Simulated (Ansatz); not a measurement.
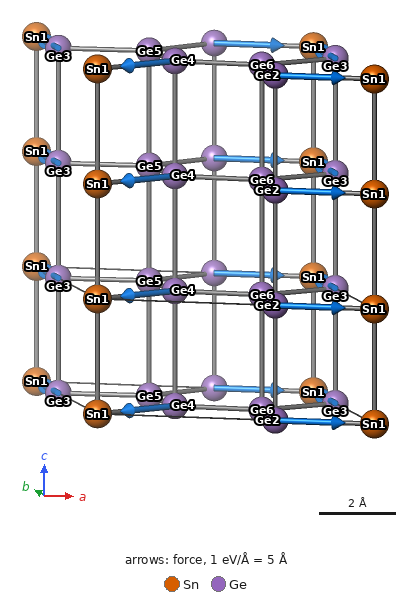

Starting geometry of solid SnGe5 (a generated structure, set up in P-62m) (coarse preliminary run) with the computed forces as blue arrows. The picture is a ball-and-stick view of the cell of the calculation, repeated 1 × 1 × 3 with one cell outlined, seen slightly off an axis.

Theory: DFT PBE, scalar-relativistic, plane waves, PAW (Ansatz 0.2.0). Set-up: plane-wave cutoff 420 eV; k-point mesh 3 × 3 × 6; occupations gaussian; smearing width 0.1 eV; no spin polarisation; cell and atoms relaxed; force threshold 0.04 eV/Å; at most 70 steps.

Is this structure relaxed? If not, where do the atoms go?

It isn't relaxed: the largest force vector, on Ge atoms, is 0.39 eV/Å. The atoms end up moving mostly along the starting forces (cosine between the two patterns 1.00). The largest moves relative to the cell, 0.053 Å, are those of Ge2, Ge3 and Ge4. Ge4 goes along [−1 −1 0]. Sn stays in place. The drawn cell changes as follows: a = b 7.691 → 7.883 Å (+2.5 %), c 3.058 → 2.855 Å (−6.6 %); the volume changes by −1.9 %. Near-neighbour distances that change, for instance: Ge2–Ge2 3.058 → 2.855 Å, Sn1–Sn1 3.058 → 2.855 Å, Ge2–Ge5 2.474 → 2.559 Å, Sn1–Ge2 2.755 → 2.771 Å. Bond angles that change, for instance: Ge5–Ge2–Ge6 127.7° → 125.6°. The space group stays P-62m (No. 189). The energy falls by 52.0 meV per atom in 5 accepted moves (6 points after the start). Largest force component: 0.39 eV/Å at the start, 0.0036 eV/Å at the end. Pressure: 0.16 GPa at the start and 0.02 GPa at the end. The SCF was repeated once at an unchanged geometry on a basis and grid sized afresh for the cell, which shifted the energy by 0.1 meV per atom at most. The run took 67 s on 1 thread of Intel(R) Xeon(R) Platinum 8259CL CPU @ 2.50GHz (Skylake/Cascade Lake), with other jobs on the host, peak memory 0.49 GiB.
